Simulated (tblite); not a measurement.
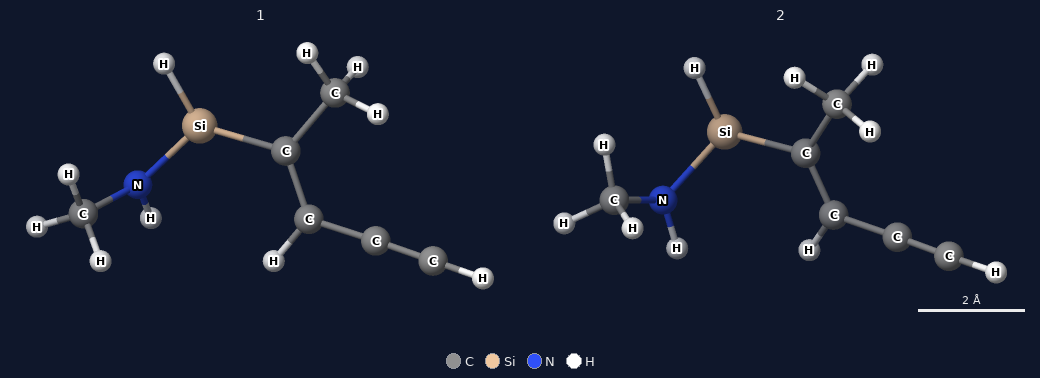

Two geometries of C6H10NSi (multiplicity 2), drawn at one scale. One is the start of a relaxation, the other its converged end. The picture is a ball-and-stick view, seen at a tilt.

Method: GFN2-xTB geometry optimisation, gas phase in tblite 0.8.0. 

**Which geometry has the lower energy?**

Structure 1 is the relaxed one. An H atom moves most after the best rigid fit: 1.04 Å. By element the largest moves are H 1.04 Å, Si 0.62 Å, C 0.56 Å, N 0.31 Å. Some distances before and after: C–C 1.311 → 1.369 Å, C–C 1.444 → 1.395 Å, C–H 1.124 → 1.090 Å, C–H 1.083 → 1.049 Å. Among the angles between lasting bonds that change: C–Si–H 106.7° → 119.9°, C–Si–N 112.0° → 124.2°, C–N–H 117.2° → 111.5°. Over 103 geometry steps the energy falls by 11.2 kcal/mol.
